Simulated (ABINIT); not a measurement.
# A GW chain in ABINIT: KBr (Fm-3m), part 2 of 2

Wanted: ground state, empty states, screening and self-energy for KBr (Fm-3m).

ABINIT 10.8.3; LDA and many-body steps on it, plane waves. Known limits of the many-body steps: not at the basis limit; no spin-orbit coupling.

So far. Step 2 (Ground state): The gap is direct, at Γ. Step 3 (Bands along the symmetry lines): The gap is 4.032 eV, as in the run before at this level.

## 4. Empty states on the mesh, 4×4×4 mesh, 68 bands

Level of this step: DFT, LDA, plane waves, norm-conserving pseudopotentials (ABINIT).

The sums over transitions need many empty states on a uniform mesh; this step solves for them.

Input file run.abi:

```
acell 3*1.0 Angstrom
rprim 
  0.000000000000 3.300000000000 3.300000000000
  3.300000000000 0.000000000000 3.300000000000
  3.300000000000 3.300000000000 0.000000000000
ntypat 2
znucl 19 35
natom 2
typat 1 2
xred 
  0.000000000000 0.000000000000 0.000000000000
  0.500000000000 0.500000000000 0.500000000000
pp_dirpath "pseudos"
pseudos "K.upf, Br.upf"
ecut 32
ngkpt 4 4 4
nshiftk 1
shiftk 0 0 0
kptopt 1
chksymbreak 0
iscf -2
irdden 1
istwfk *1
nband 68
nbdbuf 6
tolwfr 1e-09
nstep 60
prtvol 0
indata_prefix "in"
outdata_prefix "out"
tmpdata_prefix "tmp"
```

Run with:

```
$ OMP_NUM_THREADS=1 mpirun -n 4 abinit run.abi > log
```

Numbers of over 12 decimals in the logs are rounded to 6 here.

Log:

```text
.Version 10.8.3 of ABINIT. v10.8.2 released Aug 2026.

 Symmetries : space group Fm -3 m (#225); Bravais cF (face-center cubic)
[... echo of the input left out ...]
== DATASET  1 ==================================================================
-   mpi_nproc: 4, omp_nthreads: 1 (-1 if OMP is not activated)

--- !DatasetInfo
iteration_state: {dtset: 1, }
dimensions: {natom: 2, nkpt: 8, mband: 68, nsppol: 1, nspinor: 1, nspden: 1, mpw: 4279, }
cutoff_energies: {ecut:  32.0, pawecutdg:  -1.0, }
electrons: {nelect:   1.60000000E+01, charge:   0.00000000E+00, occopt:   1.00000000E+00, tsmear:   1.00000000E-02, }

 Real(R)+Recip(G) space primitive vectors, cartesian coordinates (Bohr,Bohr^-1):
 R(1)=  0.0000000  6.2360962  6.2360962  G(1)= -0.0801784  0.0801784  0.0801784
 R(2)=  6.2360962  0.0000000  6.2360962  G(2)=  0.0801784 -0.0801784  0.0801784
 R(3)=  6.2360962  6.2360962  0.0000000  G(3)=  0.0801784  0.0801784 -0.0801784
 Unit cell volume ucvol=  4.8502979E+02 bohr^3
 Angles (23,13,12)=  6.00000000E+01  6.00000000E+01  6.00000000E+01 degrees

 getcut: wavevector=  0.0000  0.0000  0.0000  ngfft=  48  48  48
         ecut(hartree)=     32.000   => boxcut(ratio)=   2.13734

--- Pseudopotential description ------------------------------------------------
- K Generated using ONCVPSP code by D. R. Hamann
- 19.00000   9.00000  180309                  znucl, zion, pspdat
12 -1012 2 -1 2170                            pspcod,pspxc,lmax,lloc,mmax
     nproj     2     2     2
  pspatm : epsatm=    8.21740868
         --- l  ekb(1:nproj) -->
             0   10.940065    0.829722
             1    4.437415    0.568178
             2   -3.386874   -1.066382
 pspatm: atomic psp has been read  and splines computed

- Br Generated using ONCVPSP code by D. R. Hamann
- 35.00000   7.00000  180309                  znucl, zion, pspdat
12 -1012 2 -1 1084                            pspcod,pspxc,lmax,lloc,mmax
     nproj     2     2     2
  pspatm : epsatm=   10.24179696
         --- l  ekb(1:nproj) -->
[...]
pspatm: atomic psp has been read  and splines computed

--------------------------------------------------------------------------------

================================================================================
 prteigrs : about to open file out_EIG
 Non-SCF case, kpt    1 (  0.00000  0.00000  0.00000), residuals and eigenvalues=
  5.45E-10  9.82E-10  2.93E-10  5.79E-10  9.07E-10  1.58E-10  3.20E-10  5.13E-10
  1.05E-10  2.85E-10  4.11E-10  6.98E-10  5.43E-10  8.41E-10  5.67E-10  2.55E-10
  5.91E-10  2.57E-10  1.92E-10  3.49E-10  5.66E-10  7.75E-10  1.49E-10  5.03E-10
[...]
2.73E-09  1.48E-08  2.50E-08  1.07E-03
 -1.0164E+00 -4.6192E-01 -4.1641E-01 -4.1641E-01 -4.1641E-01 -7.3952E-03
 -7.3952E-03 -7.3952E-03  1.4077E-01  2.6304E-01  2.6304E-01  2.6304E-01
  2.9506E-01  2.9506E-01  4.0387E-01  5.4041E-01  5.4041E-01  5.4041E-01
[...]
1.3254E+00  1.3851E+00  1.3851E+00  1.3851E+00  1.4042E+00  1.4042E+00
  1.4373E+00  1.5722E+00  1.5722E+00  1.5722E+00  1.6351E+00  1.6351E+00
  1.6351E+00  1.8490E+00
 prteigrs : prtvol=0 or 1, do not print more k-points.

--- !ResultsGS
iteration_state: {dtset: 1, }
comment   : Summary of ground state results
lattice_vectors:
- [  0.0000000,   6.2360962,   6.2360962, ]
- [  6.2360962,   0.0000000,   6.2360962, ]
- [  6.2360962,   6.2360962,   0.0000000, ]
lattice_lengths: [   8.81917,    8.81917,    8.81917, ]
lattice_angles: [ 60.000,  60.000,  60.000, ] # degrees, (23, 13, 12)
lattice_volume:   4.8502979E+02
convergence: {deltae:  0.000E+00, res2:  0.000E+00, residm:  9.819E-10, diffor:  0.000E+00, }
etotal    :  -4.58317090E+01
entropy   :   0.00000000E+00
fermie    :  -7.39522276E-03
cartesian_stress_tensor: null
pressure_GPa: null
xred      :
- [  0.0000E+00,   0.0000E+00,   0.0000E+00,  K]
- [  5.0000E-01,   5.0000E-01,   5.0000E-01, Br]
cartesian_forces: null
force_length_stats: {min: null, max: null, mean: null, }

 Integrated electronic density in atomic spheres:
 ------------------------------------------------
 Atom  Sphere_radius  Integrated_density
[...]
================================================================================

 ----iterations are completed or convergence reached----

 Mean square residual over all n,k,spin=   47.699E-11; max=  98.192E-11
 reduced coordinates (array xred) for    2 atoms
       0.000000000000      0.000000000000      0.000000000000
       0.500000000000      0.500000000000      0.500000000000

 cartesian coordinates (angstrom) at end:
    1      0.000000     0.000000     0.000000
    2      3.300000     3.300000     3.300000
 length scales=  1.889726125908  1.889726125908  1.889726125908 bohr
              =  1.000000000000  1.000000000000  1.000000000000 angstroms
 prteigrs : about to open file out_EIG
 Eigenvalues (hartree) for nkpt=   8  k points:
 kpt#   1, nband= 68, wtk=  0.01563, kpt=  0.0000  0.0000  0.0000 (reduced coord)
[...]
1.30672    1.30875    1.31426    1.31426    1.31426    1.32544    1.32544    1.38506
   1.38506    1.38506    1.40422    1.40422    1.43731    1.57216    1.57216    1.57216
   1.63512    1.63512    1.63512    1.84904
 prteigrs : prtvol=0 or 1, do not print more k-points.

== END DATASET(S) ==============================================================
================================================================================

 -outvars: echo values of variables after computation  --------
            nband          68
             nkpt           8
          spgroup         225
 [... the other variables as echoed above ...]

 Calculation completed.
```

Wall time 13 s (4 MPI ranks of Arm Neoverse V2, shared host); peak memory 0.31 GiB; 54 s of CPU time.

This step gave:

| Property | Result |
| --- | --- |
| gap | 4.032 eV |
| k of the valence top | 0, 0, 0 |
| k of the conduction bottom | 0, 0, 0 |
| least direct gap | 4.032 eV |
| k points computed | 8 |
| lowest point of the top converged band, above the valence top | 42.98 eV |

On this mesh the gap is 4.032 eV.

## 5. Screening, 4×4×4 mesh, 62 bands, screening to 108.8 eV

The RPA dielectric matrix is built and inverted for each q.

This step: RPA screening on LDA, plane waves, norm-conserving pseudopotentials.

Edit run.abi of step 4 so:

```diff
@@ -20,10 +20,11 @@
 chksymbreak 0
-iscf -2
-irdden 1
 istwfk *1
-nband 68
-nbdbuf 6
-tolwfr 1e-09
-nstep 60
-prtvol 0
+occopt 1
+irdwfk 1
+optdriver 3
+nband 62
+ecuteps 4
+inclvkb 2
+awtr 1
+symchi 1
 indata_prefix "in"
```

Log:

```text
.Version 10.8.3 of ABINIT. v10.8.2 released Aug 2026.

 Symmetries : space group Fm -3 m (#225); Bravais cF (face-center cubic)
[... echo of the input left out ...]
== DATASET  1 ==================================================================
-   mpi_nproc: 4, omp_nthreads: 1 (-1 if OMP is not activated)

--- !DatasetInfo
iteration_state: {dtset: 1, }
dimensions: {natom: 2, nkpt: 8, mband: 62, nsppol: 1, nspinor: 1, nspden: 1, mpw: 4279, }
cutoff_energies: {ecut:  32.0, pawecutdg:  -1.0, }
electrons: {nelect:   1.60000000E+01, charge:   0.00000000E+00, occopt:   1.00000000E+00, tsmear:   1.00000000E-02, }

 SCREENING: Calculation of the susceptibility and dielectric matrices

 Based on a program developped by R.W. Godby, V. Olevano, G. Onida, and L. Reining.
 Incorporated in ABINIT by V. Olevano, G.-M. Rignanese, and M. Torrent.
.Using double precision arithmetic ; gwpc =  8

[... cell and pseudopotentials left out ...]
--------------------------------------------------------------------------------

 ==== K-mesh for the wavefunctions ====
 Number of points in the irreducible wedge :     8
[... list of points left out ...]
 Together with 48 symmetry operations and time-reversal symmetry
 yields    64 points in the full Brillouin Zone.

 ==== Q-mesh for the screening function ====
 Number of points in the irreducible wedge :     8
[... list of points left out ...]
 Together with 48 symmetry operations and time-reversal symmetry
 yields    64 points in the full Brillouin Zone.

 setmesh: FFT mesh size selected  =    30x   30x   30
          total number of points  =        27000

 vcoul_init : cutoff-mode = AUXILIARY_FUNCTION
 q-points for optical limit:   1
     1)      0.000010    0.000020    0.000030

- screening: taking advantage of time-reversal symmetry
- Maximum band index for partially occupied states nbvw = 8
- Remaining bands to be divided among processors   nbcw = 54
- Number of bands treated by each node ~13

 Number of electrons calculated from density =   16.0000; Expected =   16.0000
 average of density, n =  0.032988
 r_s =    1.9343
 omega_plasma =   17.5199 [eV]

 calculating chi0 at frequencies [eV] :
  1    0.000000E+00    0.000000E+00
  2    0.000000E+00    1.751989E+01

--------------------------------------------------------------------------------
  q-point number  1        q = ( 0.000000, 0.000000, 0.000000) [r.l.u.]
--------------------------------------------------------------------------------
[... chi0 elements left out ...]
 For q-point:  0.000010 0.000020 0.000030
  dielectric constant =   2.4976
  dielectric constant without local fields =   2.9927

  Average fulfillment of the sum rule on Im[epsilon] for q-point    1 :     64.11  [%]
[... wings left out ...]
  q-point number  2        q = ( 0.250000, 0.000000, 0.000000) [r.l.u.]
--------------------------------------------------------------------------------
[... chi0 elements left out ...]
  Average fulfillment of the sum rule on Im[epsilon] for q-point    2 :     78.06  [%]

 [... 6 further q-points ...]
```

The job ended after 10 s (4 MPI ranks; peak memory 0.7 GiB).

Numbers from this step:

```
ε∞ with local fields, on this mesh, along the program's q direction : 2.498
the same without local fields                                       : 2.993
plasma frequency                                                    : 17.52 eV
plane waves in the screening matrix                                 : 169
```

Local fields lower ε∞ by 17 %.

## 6. Self-energy, 4×4×4 mesh, 62 bands, screening to 108.8 eV

The self-energy is evaluated for the states that the input lists, and the levels follow from it, in one-shot runs by the linearised quasiparticle equation.

This step: G0W0 on LDA, plane waves, norm-conserving pseudopotentials.

Edit run.abi of step 5 so:

```diff
@@ -23,8 +23,15 @@
 irdwfk 1
-optdriver 3
+optdriver 4
 nband 62
+gwcalctyp 0
+ecutsigx 32
+symsigma 1
+nkptgw 1
+kptgw 
+  0.0000000000 0.0000000000 0.0000000000
+bdgw 
+  6 12
 ecuteps 4
-inclvkb 2
-awtr 1
-symchi 1
+irdscr 1
+ppmodel 1
 indata_prefix "in"
```

Log:

```text
.Version 10.8.3 of ABINIT. v10.8.2 released Aug 2026.

 Symmetries : space group Fm -3 m (#225); Bravais cF (face-center cubic)
[... echo of the input left out ...]
== DATASET  1 ==================================================================
-   mpi_nproc: 4, omp_nthreads: 1 (-1 if OMP is not activated)

--- !DatasetInfo
iteration_state: {dtset: 1, }
dimensions: {natom: 2, nkpt: 8, mband: 62, nsppol: 1, nspinor: 1, nspden: 1, mpw: 4279, }
cutoff_energies: {ecut:  32.0, pawecutdg:  -1.0, }
electrons: {nelect:   1.60000000E+01, charge:   0.00000000E+00, occopt:   1.00000000E+00, tsmear:   1.00000000E-02, }

 SIGMA: Calculation of the GW corrections

 Based on a program developped by R.W. Godby, V. Olevano, G. Onida, and L. Reining.
 Incorporated in ABINIT by V. Olevano, G.-M. Rignanese, and M. Torrent.
.Using double precision arithmetic ; gwpc =  8

[... cell and pseudopotentials left out ...]
--------------------------------------------------------------------------------

 ==== K-mesh for the wavefunctions ====
 Number of points in the irreducible wedge :     8
[... list of points left out ...]
 Together with 48 symmetry operations and time-reversal symmetry
 yields    64 points in the full Brillouin Zone.

 ==== Q-mesh for screening function ====
 Number of points in the irreducible wedge :     8
[... list of points left out ...]
 Together with 48 symmetry operations and time-reversal symmetry
 yields    64 points in the full Brillouin Zone.

 vcoul_init : cutoff-mode = AUXILIARY_FUNCTION
 q-points for optical limit:   1
     1)      0.000010    0.000020    0.000030
 setmesh: FFT mesh size selected  =    45x   45x   45
          total number of points  =        91125

 Number of electrons calculated from density =   16.0000; Expected =   16.0000
 average of density, n =  0.032988
 r_s =    1.9343
 omega_plasma =   17.5199 [eV]

 === KS Band Gaps ===
  >>>> For spin  1
   Minimum direct gap =   4.0319 [eV], located at k-point      :   0.0000  0.0000  0.0000
   Fundamental gap    =   4.0319 [eV], Top of valence bands at :   0.0000  0.0000  0.0000
                                       Bottom of conduction at :   0.0000  0.0000  0.0000
 SIGMA fundamental parameters:
 PLASMON POLE MODEL  1
 number of plane-waves for SigmaX                 4279
 number of plane-waves for SigmaC and W            169
 number of plane-waves for wavefunctions          4279
 number of bands                                    62
 number of independent spin polarizations            1
 number of spinorial components                      1
 number of k-points in IBZ                           8
 number of q-points in IBZ                           8
 number of symmetry operations                      48
 number of k-points in BZ                           64
 number of q-points in BZ                           64
 number of frequencies for dSigma/dE                 9
 frequency step for dSigma/dE [eV]                0.25
 number of omega for Sigma on real axis              0
 max omega for Sigma on real axis  [eV]           0.00
 zcut for avoiding poles [eV]                     0.10

 EPSILON^-1 parameters (SCR file):
 dimension of the eps^-1 matrix on file            169
 dimension of the eps^-1 matrix used               169
 number of plane-waves for wavefunctions          4279
 number of bands                                    62
 number of q-points in IBZ                           8
 number of frequencies                               2
 number of real frequencies                          1
 number of imag frequencies                          1

 matrix elements of self-energy operator (all in [eV])

 Perturbative Calculation

--- !SelfEnergy_ee
iteration_state: {dtset: 1, }
kpoint     : [   0.000,    0.000,    0.000, ]
spin       : 1
KS_gap     :    4.032
QP_gap     :    6.686
Delta_QP_KS:    2.654
data: !SigmaeeData |
     Band     E0 <VxcDFT>   SigX SigC(E0)      Z dSigC/dE  Sig(E)    E-E0       E
        6  -0.201 -12.640 -16.505   2.056   0.813  -0.231 -14.110  -1.469  -1.671
        7  -0.201 -12.640 -16.505   2.056   0.813  -0.231 -14.110  -1.469  -1.671
        8  -0.201 -12.640 -16.505   2.056   0.813  -0.231 -14.110  -1.469  -1.671
        9   3.831  -7.272  -3.194  -2.703   0.862  -0.160  -6.087   1.185   5.016
       10   7.158  -8.721  -3.699  -2.834   0.857  -0.167  -6.846   1.875   9.033
       11   7.158  -8.721  -3.699  -2.834   0.857  -0.167  -6.846   1.875   9.033
       12   7.158  -8.721  -3.699  -2.834   0.857  -0.167  -6.846   1.875   9.033

== END DATASET(S) ==============================================================
================================================================================

 -outvars: echo values of variables after computation  --------
           etotal      0.0000000000E+00
            nband          62
             nkpt           8
          spgroup         225
 [... the other variables as echoed above ...]

 Calculation completed.
```

Run time: 3.5 s. Hardware: 4 MPI ranks; peak memory 0.66 GiB.

This step gave:

| Item | Value |
| --- | --- |
| G0W0 gap on the points computed | 6.687 eV |
| starting gap on the mesh | 4.032 eV |
| k of the valence top | 0, 0, 0 |
| k of the conduction bottom | 0, 0, 0 |
| Z at the valence top | 0.813 |
| Z at the conduction bottom | 0.862 |
| least direct G0W0 gap on the computed points | 6.687 eV |

The gap on the mesh goes from 4.03 eV to 6.69 eV, a correction of +2.66 eV.

Limits: finite bands, cutoff and mesh; no spin-orbit coupling. v1 is the top filled band, c1 the lowest empty one. The levels before and after the correction (eV, zero at the valence-band top of each column):

|  | conduction bottom | valence top |
| --- | --- | --- |
| Kohn-Sham | 4.03 | 0.00 |
| G0W0 | 6.69 | 0.00 |

|  | level | energy (eV) |
| --- | --- | --- |
| Kohn-Sham | Γ v3-v1 | 0.000 |
| Kohn-Sham | Γ c1 | 4.032 |
| Kohn-Sham | Γ c2-c4 | 7.359 |
| G0W0 | Γ v3-v1 | 0.000 |
| G0W0 | Γ c1 | 6.687 |
| G0W0 | Γ c2-c4 | 10.704 |

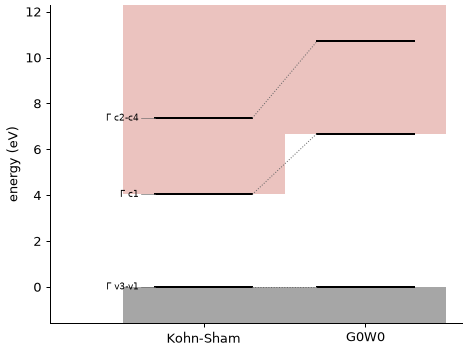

Levels before and after the correction. Shaded: valence and conduction bands.

## 7. Where the time went

Times are wall times on 4 MPI ranks of Arm Neoverse V2, shared host, good to a factor of about two.

```
                          step   time  share  memory (GiB)
                  ground state  7.2 s   14 %          0.33
bands along the symmetry lines   16 s   32 %          0.31
      empty states on the mesh   13 s   27 %          0.31
                     screening   10 s   20 %           0.7
                   self-energy  3.5 s    7 %          0.66
```

## 8. Outcome

```yaml
lda_gap: 4.03 eV, direct
g0w0_gap_on_the_mesh: 6.69 eV
gw_settings: 4×4×4 mesh, 62 bands, screening to 108.8 eV, Godby-Needs plasmon pole
known_limits: not at the basis limit; no spin-orbit coupling
```

What this shows: G0W0 moves the gap on the mesh from 4.03 eV to 6.69 eV (+2.66 eV), with Z of 0.81 and 0.86 at the edges. Local fields lower the RPA ε∞ on this mesh from 2.99 to 2.50. Only 1 of the mesh's irreducible points was corrected, so a valley elsewhere could overtake. Bands and cutoff are finite, so the gap is not at the basis limit. The miss can reach some tenths of an eV and take either sign; the mesh is an error of its own. In the G0W0 run levels were corrected at 1 k point alone, so a gap called «on the mesh» is the least over those, and an edge elsewhere would be missed. The many-body steps are scalar-relativistic: spin-orbit coupling is not in them.

[Paths, hosts, dates, memory and timing lines, banners, echoed tables and standing remarks are left out of the program output.]

[Logs are printed without paths, hosts, clocks, repeated set-up lines and the standing remarks that a program may print on its own settings, such as how far it seeks lower states.]

[Runs of the session that timed out or met a known fault of the program may be left out.]

[Hosts, paths, dates, database ids (printed as entryN), source tags and the programs' standing remarks are cut or masked in the printed files.]

[G0W0 gaps are taken among the corrected bands and points alone; a level outside them can change the order at an edge.]

[Where Ansatz stands beside ABINIT at settings called matched, ABINIT's density can come from a denser mesh and the files from another edition; pairs whose starting gaps differed by over 0.03 eV were left out, so agreement reads better than it is.]
